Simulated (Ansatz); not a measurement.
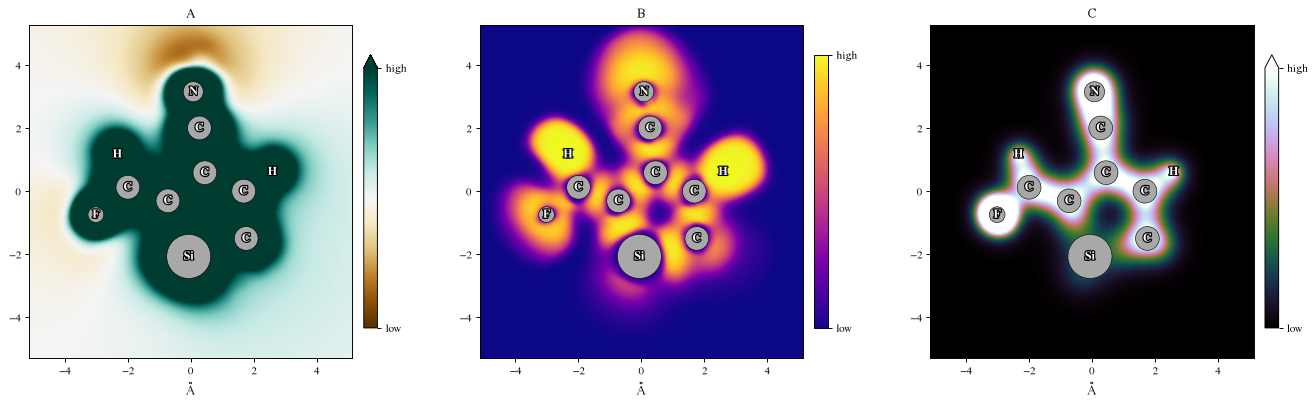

C6H6FNSi (SMILES N#CC1=CC[SiH2]/C1=C\F): 3 fields on the plane of atoms C2, C5 and C6, with unlabelled colour scales. Grey discs cover the atomic cores.

Geometry: r2SCAN-D4/def2-SVP.

These are results of isolated molecule in a Gaussian basis; Kohn-Sham density functional theory, functional PBE0 in Ansatz, not measurements.

> Which field does each panel show? The fields are: electron density, electron localisation function and electrostatic potential.

Panel A: electrostatic potential (strongly positive close to the atoms, with negative regions outside electron-rich atoms). Panel B: electron localisation function. Panel C: electron density. From the grid: C–N (1.17 Å): ρ is about 3.4 e/Å³ halfway; the ELF peaks at about 0.85 between the atoms: a short, multiple covalent bond. C–F (1.34 Å): the density is about 2.3 e/Å³ at the midpoint; the ELF peaks at about 0.85 between the atoms, as expected for a polar covalent bond.
